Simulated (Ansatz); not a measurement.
# The cluster HfH₂O₃: single points with varied inputs

How do the results and run time of the cluster HfH₂O₃ respond when the settings are drawn wide?

Method: the settings change from run to run; program: Ansatz 0.2.0, Gaussian basis.

## 1. The molecule

The geometry comes from an earlier relaxation with B3LYP-D4 in a triple-zeta def2 set; it is a stationary point. Hf takes a core potential in def2 sets; no spin-orbit term is included.

6 atoms, charge 0, spin multiplicity 1.

Atoms are counted from 1 here; the program's logs count them from 0.

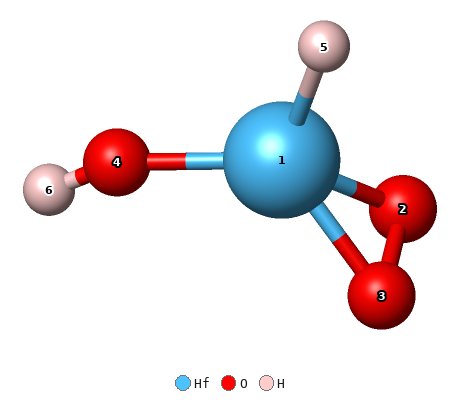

The geometry (hafnium blue, oxygen red, hydrogen pink); atoms are numbered from 1 in the order of the file.

Coordinates:

```xyz
6
charge 0, multiplicity 1
Hf   -0.11969    0.16289    0.34281
O    -1.93572    0.01592   -0.32559
O    -1.26217    1.32361   -0.71247
O     1.38510   -0.82890   -0.39223
H     0.05923    0.60968    2.16501
H     1.87323   -1.28320   -1.07753
```

## 2. wB97M-V/def2-TZVP

Options: the search for lower states set to full.

Input file in.yaml:

```yaml
crystal:
  periodic: [false, false, false]
  atoms:
    - {symbol: Hf, position_ang: [-0.119687, 0.162889, 0.342807]}
    - {symbol: O, position_ang: [-1.935724, 0.015924, -0.325592]}
    - {symbol: O, position_ang: [-1.262167, 1.323611, -0.712469]}
    - {symbol: O, position_ang: [1.385101, -0.828897, -0.392233]}
    - {symbol: H, position_ang: [0.059227, 0.609676, 2.165014]}
    - {symbol: H, position_ang: [1.873230, -1.283203, -1.077527]}
basis:
  gaussian: {orbitals: def2-TZVP}
hamiltonian: {xc: {name: wB97M-V}}
scf: {lower_state_search: full}
output: {forces: true}
```

The run is started by

```console
$ ansatz run in.yaml --threads 4 --pin off --events-out ev --progress --plain --max-ram 3916MiB
```

The program printed, shortened:

```text
Functional definition: wB97M-V
  name "wB97M-V"
  cite "Mardirossian & Head-Gordon, J. Chem. Phys. 144, 214110 (2016) doi:10.1063/1.4952647"
  cite "Becke, J. Chem. Phys. 107, 8554 (1997) doi:10.1063/1.475007"
  cite "Vydrov & Van Voorhis, J. Chem. Phys. 133, 244103 (2010) doi:10.1063/1.3521275"
  # Of w^i u^j: cxij and so on, Table III.
[...]
  gx(w, u) = 1 - cx + cx01*u + cx10*w
  gss(w, u) = css00 + css04*u^4 + css10*w + css20*w^2 + css43*w^4*u^3
  gos(w, u) = cos00 + cos10*w + (cos20 + cos21*u)*w^2 + (cos60 + cos61*u)*w^6
[...]
      + integral(e_c_pw_mod_opposite_spin*gos(b97_w_opposite, b97_u_opposite)) + vv10(b, c)
899 factors; their error is unknown
203 factors; integrals over basis functions are off by at most 1.7e-5 eV
[...]
mean field -7479.74968876 eV, -274.8757311055 hartree, gradient 7.1e-5 eV, S^2 0.000000; 3 other end points of the search recorded, 0 dependent functions left out
[...]
reference -7479.74974156 eV, -274.8757330459 hartree; 19, 19 occupied and 126, 126 virtual orbitals, 899 factors
Total energy: -7479.74974156 eV, -274.8757330459 hartree
Atom 0 at    -0.119687     0.162889     0.342807 Å, force    -0.289549     0.081937    -0.226502 eV/Å
Atom 1 at    -1.935724     0.015924    -0.325592 Å, force     0.405433     0.305074    -0.002563 eV/Å
Atom 2 at    -1.262167     1.323611    -0.712469 Å, force     0.012825    -0.455105     0.222317 eV/Å
Atom 3 at     1.385101    -0.828897    -0.392233 Å, force    -0.094079     0.039142    -0.029688 eV/Å
Atom 4 at     0.059227     0.609676     2.165014 Å, force     0.004345    -0.013444    -0.038204 eV/Å
Atom 5 at     1.873230    -1.283203    -1.077527 Å, force    -0.038975     0.042397     0.074640 eV/Å
Dipole moment:     0.719608    -0.394000    -0.078126 e Å
```

Wall time 15 s (4 threads of Arm Neoverse V1, shared host).

Largest force 0.507 eV/Å, dipole 3.96 D.

## 3. HSE06/def2-mTZVPP

Set apart from the defaults: charge +1, multiplicity 2, restricted open-shell orbitals.

Changes to in.yaml since step 2:

```diff
@@ -10,5 +10,7 @@
 basis:
-  gaussian: {orbitals: def2-TZVP}
-hamiltonian: {xc: {name: wB97M-V}}
-scf: {lower_state_search: full}
+  gaussian: {orbitals: def2-mTZVPP}
+total_charge: 1
+magnetization: {spin_polarized: false, initial_magnetization: 1}
+hamiltonian: {xc: {name: HSE06}}
+scf: {omitted_lower_state_checks: [starts]}
 output: {forces: true}
```

Launched as before.

The program printed, shortened:

```text
Functional definition: HSE06
  name "HSE06"
  cite "Heyd, Scuseria & Ernzerhof, J. Chem. Phys. 118, 8207 (2003) doi:10.1063/1.1564060"
  cite "Krukau, Vydrov, Izmaylov & Scuseria, J. Chem. Phys. 125, 224106 (2006) doi:10.1063/1.2404663"
  cite "Heyd & Scuseria, J. Chem. Phys. 120, 7274 (2004) doi:10.1063/1.1668634"
  cite "Ernzerhof & Perdew, J. Chem. Phys. 109, 3313 (1998) doi:10.1063/1.476928"
  cite "Perdew, Burke & Ernzerhof, Phys. Rev. Lett. 77, 3865 (1996) doi:10.1103/PhysRevLett.77.3865"
  parent pbe
[...]
  # The whole range is PBE's own exchange, as in plane waves. The composition of these papers is wPBEh.
[...]
962 factors; their error is unknown
95 factors; integrals over basis functions are off by at most 4.9e-7 eV
[...]
mean field -7465.56929085 eV, -274.3546110942 hartree, gradient 6.9e-6 eV, S^2 0.750000; 0 other end points of the search recorded, 0 dependent functions left out
[...]
reference -7465.56932821 eV, -274.3546124670 hartree; 19, 18 occupied and 99, 100 virtual orbitals, 962 factors
Total energy: -7465.56932821 eV, -274.3546124670 hartree
Atom 0 at    -0.119687     0.162889     0.342807 Å, force     6.308356    -2.439842     2.734402 eV/Å
Atom 1 at    -1.935724     0.015924    -0.325592 Å, force    -0.602268     4.240646    -2.384539 eV/Å
Atom 2 at    -1.262167     1.323611    -0.712469 Å, force    -4.133139    -2.612495    -0.357215 eV/Å
Atom 3 at     1.385101    -0.828897    -0.392233 Å, force    -1.571652     1.077770     0.910217 eV/Å
Atom 4 at     0.059227     0.609676     2.165014 Å, force    -0.133903    -0.123013    -0.649487 eV/Å
Atom 5 at     1.873230    -1.283203    -1.077527 Å, force     0.132606    -0.143065    -0.253379 eV/Å
Dipole moment:     0.127647    -0.156838    -0.307016 e Å
Checks for a lower state left out: starts
```

Wall time 4.2 s (4 threads of Arm Neoverse V1, shared host).

Largest force 7.296 eV/Å.

## 4. r2SCAN/def2-TZVP

This run has atoms shaken by 0.03 Å, D3(BJ) dispersion.

Input file in.yaml:

```yaml
crystal:
  periodic: [false, false, false]
  atoms:
    - {symbol: Hf, position_ang: [-0.156650, 0.095899, 0.383295]}
    - {symbol: O, position_ang: [-1.957728, 0.049393, -0.309268]}
    - {symbol: O, position_ang: [-1.250448, 1.310884, -0.747974]}
    - {symbol: O, position_ang: [1.392120, -0.807293, -0.399017]}
    - {symbol: H, position_ang: [0.053900, 0.627039, 2.185421]}
    - {symbol: H, position_ang: [1.839561, -1.282838, -1.115929]}
basis:
  gaussian: {orbitals: def2-TZVP}
hamiltonian: {xc: {name: r2SCAN}, dispersion: d3bj}
scf: {omitted_lower_state_checks: [starts]}
output: {forces: true}
```

Launched as before.

The program printed, shortened:

```text
Warning: the engine holds no damping parameters fitted to this dispersion correction and functional, so the run takes those fitted to r2scan beside the three-body term, which d3bj leaves out (hamiltonian.dispersion, under Limitations)
Functional definition: r2SCAN
  name "r2SCAN"
  cite "Furness, Kaplan, Ning, Perdew & Sun, J. Phys. Chem. Lett. 11, 8208 (2020) doi:10.1021/acs.jpclett.0c02405"
  cite "Furness, Kaplan, Ning, Perdew & Sun, J. Phys. Chem. Lett. 11, 9248 (2020) doi:10.1021/acs.jpclett.0c03077"
  parent r2scan
[...]
886 factors; their error is unknown
[...]
mean field -7481.36672847 eV, -274.9351562186 hartree, gradient 1.3e-5 eV, S^2 0.000000; 0 other end points of the search recorded, 0 dependent functions left out
[...]
reference -7481.36674168 eV, -274.9351567042 hartree; 19, 19 occupied and 126, 126 virtual orbitals, 886 factors
Total energy: -7481.38822631 eV, -274.9359462499 hartree
Atom 0 at    -0.156650     0.095899     0.383295 Å, force    -0.067308     0.724754    -0.819448 eV/Å
Atom 1 at    -1.957728     0.049393    -0.309268 Å, force    -0.254410    -0.097618    -0.055814 eV/Å
Atom 2 at    -1.250448     1.310884    -0.747974 Å, force     0.670354    -0.694623     0.700009 eV/Å
Atom 3 at     1.392120    -0.807293    -0.399017 Å, force     0.002869    -0.220250    -0.268988 eV/Å
Atom 4 at     0.053900     0.627039     2.185421 Å, force    -0.017592    -0.059297    -0.044495 eV/Å
Atom 5 at     1.839561    -1.282838    -1.115929 Å, force    -0.333914     0.347034     0.488736 eV/Å
Dipole moment:     0.592469    -0.521026    -0.058174 e Å
Checks for a lower state left out: starts
```

It took 2.5 s on 4 threads of Arm Neoverse V1, shared host.

Largest force 1.192 eV/Å, dipole 3.80 D.

## 5. PBE0/def2-SVP

This run has atoms shaken by 0.08 Å, finite nuclei, a point charge of -1.00 e beside it.

Input file in.yaml:

```yaml
crystal:
  periodic: [false, false, false]
  atoms:
    - {symbol: Hf, position_ang: [-0.127861, 0.089003, 0.348686]}
    - {symbol: O, position_ang: [-1.956507, 0.124043, -0.361443]}
    - {symbol: O, position_ang: [-1.332134, 1.343362, -0.744262]}
    - {symbol: O, position_ang: [1.286622, -0.824358, -0.311607]}
    - {symbol: H, position_ang: [0.217066, 0.598494, 2.072726]}
    - {symbol: H, position_ang: [1.827627, -1.277688, -0.985099]}
basis:
  gaussian: {orbitals: def2-SVP, nuclear_model: gaussian, point_charges: [{charge: -1.00, position_ang: [5.123, 0.390, 0.342]}]}
hamiltonian: {xc: {name: PBE0}}
scf: {omitted_lower_state_checks: [starts]}
```

Same command.

The program printed, shortened:

```text
Functional definition: PBE0
  name "PBE0"
  cite "Adamo & Barone, J. Chem. Phys. 110, 6158 (1999) doi:10.1063/1.478522"
  cite "Perdew, Burke & Ernzerhof, Phys. Rev. Lett. 77, 3865 (1996) doi:10.1103/PhysRevLett.77.3865"
  parent pbe
[...]
892 factors; their error is unknown
[...]
mean field -7468.54055722 eV, -274.4638031193 hartree, gradient 4.4e-5 eV, S^2 0.000000; 0 other end points of the search recorded, 0 dependent functions left out
reference -7468.54060817 eV, -274.4638049916 hartree; 19, 19 occupied and 65, 65 virtual orbitals, 892 factors
Total energy: -7468.54060817 eV, -274.4638049916 hartree
Checks for a lower state left out: starts
```

It took 0.8 s on 4 threads of Arm Neoverse V1, shared host.

## 6. The runs in one table

```csv
level,charge,multiplicity,geometry,functions,energy (eV),time
wB97M-V/def2-TZVP,0,1,relaxed,145,-7479.750,15 s
HSE06/def2-mTZVPP,1,2,relaxed,118,-7465.569,4.2 s
r2SCAN/def2-TZVP,0,1,shaken,145,-7481.388,2.5 s
PBE0/def2-SVP,0,1,"shaken, point charge",84,-7468.541,0.8 s
```

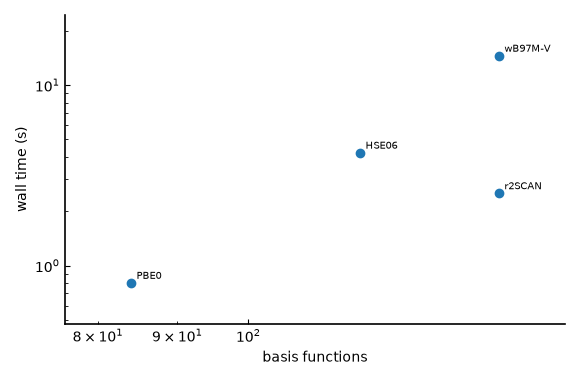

Wall time against the number of basis functions (shared host).

## 7. Summary of results

```
quantity                    value
    runs                        4
quickest     PBE0/def2-SVP, 0.8 s
 slowest  wB97M-V/def2-TZVP, 15 s
```

In words: The runs differ in state or geometry as well as level, so their energies can't be set against each other. wB97M-V/def2-TZVP took 18 times as long as PBE0/def2-SVP. The jobs differ in tasks and options as well as level. At the B3LYP-D4/def2-TZVP geometry and in the same state, the sound runs without point charges leave forces up to 0.51 eV/Å (wB97M-V/def2-TZVP), against 1.2 eV/Å where the atoms were moved.
